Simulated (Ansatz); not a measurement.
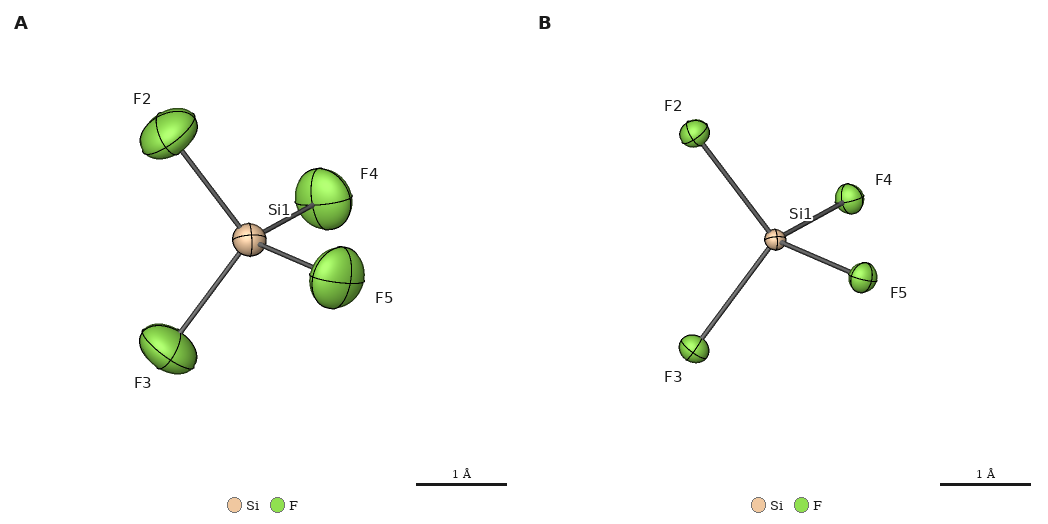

Displacement ellipsoids at the 50 % level, scaled by 3, from the internal vibrations of the free molecule (harmonic, no overall translation or rotation; no half-axis is drawn under 0.075 Å). Vibrations computed with RKS PBE0-D4/def2-TZVP (Ansatz 0.2.0). One panel is for 100 K, the other for 900 K.

**Which panel is for 900 K?**

A.

**How much does the mean-square displacement of F2 grow, and why?**

U_eq goes from 0.0013 to 0.0047 Å², a factor of 3.7. Modes below kT (626 cm⁻¹ at 900 K) grow about in proportion to T, and the lowest lies at 258 cm⁻¹; the mean-square amplitude of a mode is its zero-point value times coth(ħω/2kT), which comes close to 1 only above about 3kT.
